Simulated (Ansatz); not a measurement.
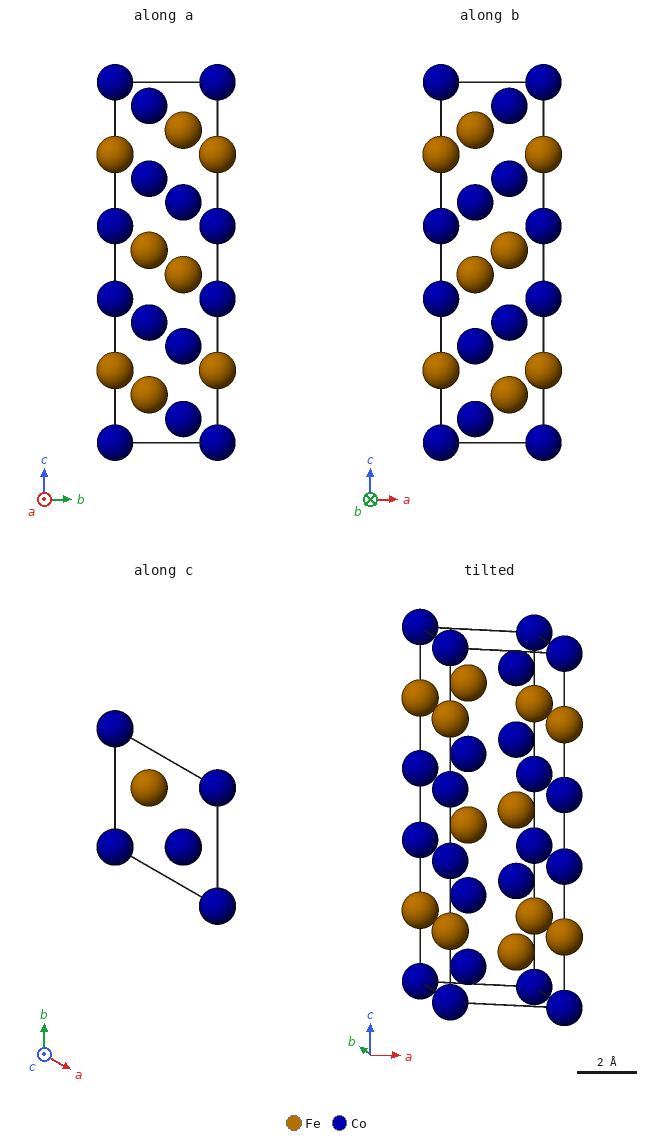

Drawn in the spheres-only manner and seen along the a axis, along the b axis, along the c axis and slightly off an axis. The parallelepiped is the conventional unit cell.

Lattice parameters: a = 4.013 Å, b = 4.013 Å, c = 12.226 Å, α = 90.00°, β = 90.00°, γ = 120.00°.

Question: Give the structure in the form of a table of Wyckoff sites, with free fractional coordinates to two decimals.

Answer: Space group R-3m:H (No. 166).
| atom | site | x | y | z |
| --- | --- | --- | --- | --- |
| Fe | 6c | 0.00 | 0.00 | 0.20 |
| Co | 6c | 0.3333 | 0.6667 | 0.07 |
| Co | 3a | 0.00 | 0.00 | 0.00 |

Its origin is a structure type filled with these elements by a generator (whether the compound takes this form wasn't checked). Earlier steps of the study, as a rule a relaxation of our own, may have changed the cell and positions, so they can lie some per cent off the listed ones. An electronic-structure calculation with Ansatz was run on it.
